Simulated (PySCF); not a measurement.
**BH3O (SMILES BO): NEVPT2(6,6)/6-31G(d) (spherical functions)**

What is the vertical ionisation energy of BH3O at NEVPT2(6,6)/6-31G* (spherical functions)? Input form: a Python script.

The results are computed with PySCF 2.14.0.

1 further run of the same task is left out (set aside as unsound or not needed).

### 1 The molecule

The species is BH3O (5 atoms), meant as a singlet with charge 0. SMILES: `BO`. The coordinates come from a PBE0-D4/def2-TZVP relaxation.

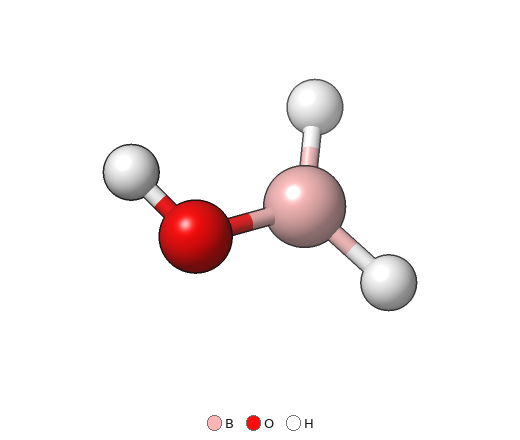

Viewed from a chosen angle; boron pink, oxygen red, hydrogen white.

### 2 The energy at NEVPT2(6,6)/6-31G(d) (spherical functions)

job.py reads:

```python
import numpy
from pyscf import gto, scf, mp, mcscf, mrpt

mol = gto.M(
    atom='''
B     -0.226600    -0.352800     0.074700
O      0.413500     0.801800     0.345900
H     -0.820300    -0.865500     0.977800
H     -0.190600    -0.828900    -1.028100
H      0.874000     1.171800    -0.411700
''',
    spin=0,
    basis='6-31g*',
    verbose=3,
    max_memory=1860,
)

mf = scf.RHF(mol)
mf.conv_tol = 1e-10
mf.kernel()
if not mf.converged:
    mf = mf.newton().run(mf.mo_coeff, mf.mo_occ)

pt = mp.MP2(scf.addons.convert_to_uhf(mf)).run()
noons, natorbs = mcscf.addons.make_natural_orbitals(pt)
print('natural occupations', numpy.round(noons[:40], 4))
cas = mcscf.CASSCF(mf, 6, 6)
cas.fix_spin_(ss=0.0)
cas.natorb = True
cas.kernel(natorbs)
e_pt2 = mrpt.NEVPT(cas).kernel()
etot = cas.e_tot + e_pt2
print(f'total energy: {etot:.8f} hartree')
```

The run is started by

```console
$ OMP_NUM_THREADS=1 python job.py
```

Output:

```text
converged SCF energy = -101.319625047853
E(UMP2) = -101.577616107973  E_corr = -0.257991060120718
E(SCS-UMP2) = -101.574949539247  E_corr = -0.255324491393994
natural occupations [1.9999e+00 1.9998e+00 1.9874e+00 1.9811e+00 1.9804e+00 1.9686e+00
 1.9670e+00 1.9630e+00 2.7400e-02 2.3400e-02 2.1900e-02 1.3300e-02
 1.0100e-02 8.8000e-03 6.5000e-03 6.2000e-03 6.0000e-03 4.8000e-03
 4.5000e-03 4.2000e-03 3.4000e-03 2.8000e-03 1.9000e-03 1.8000e-03
 1.0000e-03 9.0000e-04 9.0000e-04 7.0000e-04 6.0000e-04 5.0000e-04
 4.0000e-04 3.0000e-04 3.0000e-04 2.0000e-04]
CASSCF energy = -101.409681576396
CASCI E = -101.409681576396  E(CI) = -13.7327427548671  S^2 = 0.0000000
Sr    (-1)',   E = -0.00751714190476
Si    (+1)',   E = -0.00074114906127
Sijrs (0)  ,   E = -0.04660859753800
Sijr  (+1) ,   E = -0.00432034686716
Srsi  (-1) ,   E = -0.02161691222769
Srs   (-2) ,   E = -0.03823519593008
Sij   (+2) ,   E = -0.00130433413090
Sir   (0)' ,   E = -0.03537758552117
Nevpt2 Energy = -0.155721263181042
total energy: -101.56540284 hartree
```

Wall time 3.3 s (1 thread of Arm Neoverse V2, shared host); peak memory 0.12 GiB.

### 3 The doublet cation at the same level

start.xyz reads:

```xyz
5

B     -0.226600    -0.352800     0.074700
O      0.413500     0.801800     0.345900
H     -0.820300    -0.865500     0.977800
H     -0.190600    -0.828900    -1.028100
H      0.874000     1.171800    -0.411700
```

job.py reads:

```python
import numpy
from pyscf import gto, scf, mp, mcscf, mrpt

mol = gto.M(
    atom='start.xyz',
    charge=1,
    basis='6-31g*',
    verbose=3,
    max_memory=1860,
    spin=1,
)

calc0 = scf.ROHF(mol)
calc0.conv_tol = 1e-10
calc0.kernel()
if not calc0.converged:
    calc0 = calc0.newton().run(calc0.mo_coeff, calc0.mo_occ)

pt = mp.MP2(scf.addons.convert_to_uhf(calc0)).run()
noons, natorbs = mcscf.addons.make_natural_orbitals(pt)
print('natural occupations', numpy.round(noons[:40], 4))
cas = mcscf.CASSCF(calc0, 6, 5)
cas.fix_spin_(ss=0.75)
cas.natorb = True
cas.kernel(natorbs)
e_pt2 = mrpt.NEVPT(cas).kernel()
e_final = cas.e_tot + e_pt2
print('E(%s) = %.9f' % ('NEVPT2', e_final))
```

The run is started by

```console
$ OMP_NUM_THREADS=1 python job.py
```

Output:

```text
converged SCF energy = -100.882874311564
E(UMP2) = -101.145785050201  E_corr = -0.262910738636444
E(SCS-UMP2) = -101.140392778415  E_corr = -0.257518466850994
natural occupations [1.9999e+00 1.9998e+00 1.9864e+00 1.9766e+00 1.9644e+00 1.9576e+00
 1.9564e+00 1.0076e+00 3.3900e-02 2.5800e-02 2.1200e-02 1.2900e-02
 9.5000e-03 7.1000e-03 6.1000e-03 5.7000e-03 4.6000e-03 4.4000e-03
 3.7000e-03 3.6000e-03 3.4000e-03 2.0000e-03 1.6000e-03 1.3000e-03
 8.0000e-04 8.0000e-04 7.0000e-04 6.0000e-04 5.0000e-04 4.0000e-04
 3.0000e-04 2.0000e-04 2.0000e-04 1.0000e-04]
CASSCF energy = -100.944767714948
CASCI E = -100.944767714948  E(CI) = -9.33306062272682  S^2 = 0.7500000
Sr    (-1)',   E = -0.01013894041313
Si    (+1)',   E = -0.00511697792719
Sijrs (0)  ,   E = -0.04659880698669
Sijr  (+1) ,   E = -0.00992552262804
Srsi  (-1) ,   E = -0.03861055190825
Srs   (-2) ,   E = -0.01772057478152
Sij   (+2) ,   E = -0.00199205191846
Sir   (0)' ,   E = -0.06609409324814
Nevpt2 Energy = -0.196197519811435
E(NEVPT2) = -101.140965235
```

Run time: 2.4 s. Hardware: 1 thread of Arm Neoverse V2, shared host; peak memory 0.12 GiB.

### 4 Results

At NEVPT2(6,6)/6-31G* (spherical functions):

| quantity | value |
| --- | --- |
| singlet BH3O: total energy | -101.56540 Eh |
| singlet BH3O: dipole moment (Hartree–Fock density) | 1.70 D |
| singlet BH3O: HOMO energy (Hartree–Fock orbitals) | -12.51 eV |
| singlet BH3O: LUMO energy (Hartree–Fock orbitals) | 4.05 eV |
| singlet BH3O: HOMO–LUMO gap (Hartree–Fock orbitals) | 16.56 eV |
| doublet cation: total energy | -101.14097 Eh |
| vertical ionisation energy (to the doublet cation) | 11.550 eV |

What this shows: Removing an electron at fixed nuclei costs 11.55 eV (266 kcal/mol). Mulliken charges (doublet cation) of the mean-field density run from -0.53 on O2 to +0.56 on H5; they depend strongly on the basis.
